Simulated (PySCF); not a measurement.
Coordinates of C₃H₁₀Si₂, SMILES C/C([SiH3])=C\[SiH3] (Å):

```xyz
15

C     -0.4776     1.4200     0.2636
C     -0.4601    -0.0345    -0.1091
Si    -2.0915    -0.7980    -0.6660
C      0.6508    -0.7988    -0.0634
Si     2.3623    -0.2250     0.4626
H     -1.1713     1.6026     1.1016
H     -0.8353     2.0389    -0.5766
H      0.5135     1.7981     0.5600
H     -2.6094    -0.0914    -1.8803
H     -3.1271    -0.6533     0.4060
H     -1.8937    -2.2448    -0.9762
H      0.5598    -1.8547    -0.3524
H      2.8532     0.9082    -0.3835
H      3.3163    -1.3659     0.3227
H      2.3766     0.2352     1.8870
```

GIAO shifts, PBE0/def2-TZVP with PySCF, at a PBE0-D3(BJ)/def2-SVP geometry (no frequency check), against TMS for ¹³C and TMS for ¹H computed at the same level. Gas phase, fully decoupled, line heights follow the number of nuclei, widths are arbitrary (no quadrupolar broadening); values of one conformer, averaged over methyl-type rotors and exact or near symmetry.

Q: Which ¹³C signals does it give?

A: 3 signals.


```csv
δ (ppm),nuclei,atoms
169.0,1,C2
142.1,1,C4
25.6,1,C1
```

Q: Predict the ¹H spectrum.

A: 4 signals.


```tsv
δ (ppm)	nuclei	atoms
6.72	1	H12
4.45	3	H9, H10, H11
4.42	3	H13, H14, H15
2.12	3	H6, H7, H8
```

The order of signals that lie close, as those under 0.08 ppm apart, is within the error of the method.

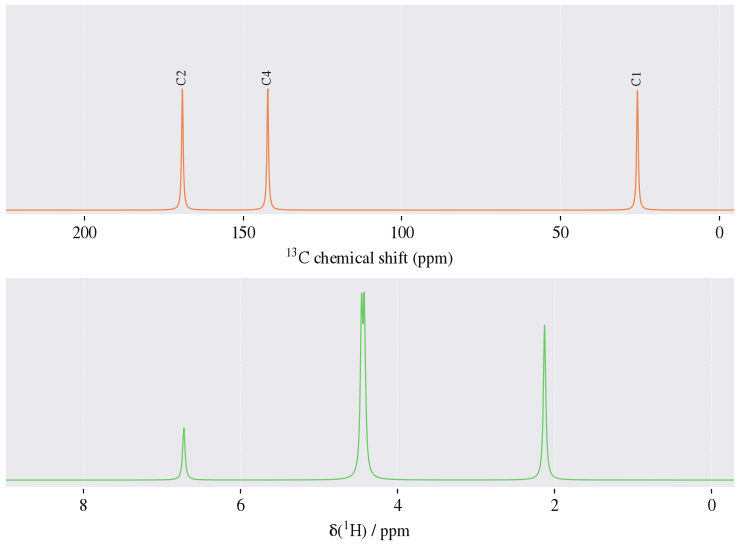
